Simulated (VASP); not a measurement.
Band structure of BeTe (zinc blende). All values below come from RPBE GGA, VASP's PBE PAW potentials (set 64) (plane waves; VASP).

Unless said otherwise, spin-orbit coupling is left out, though it shifts the bands of the heavy elements here.

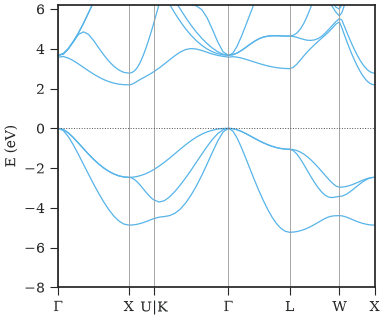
Bands along high-symmetry lines, zero at the valence-band maximum or, without a gap, the Fermi level

Read the plot: is there a gap, and where are the band edges?

The gap is indirect, 2.18 eV, from the valence maximum at Γ to the conduction minimum at X. (Edges off the drawn lines would not show.)

Measured: gap 2.80 eV (computed value off by -0.62 eV), as given by Das et al., (2018), arXiv:1807.05623.

The compound is BeTe in the zinc blende structure. It was relaxed first.
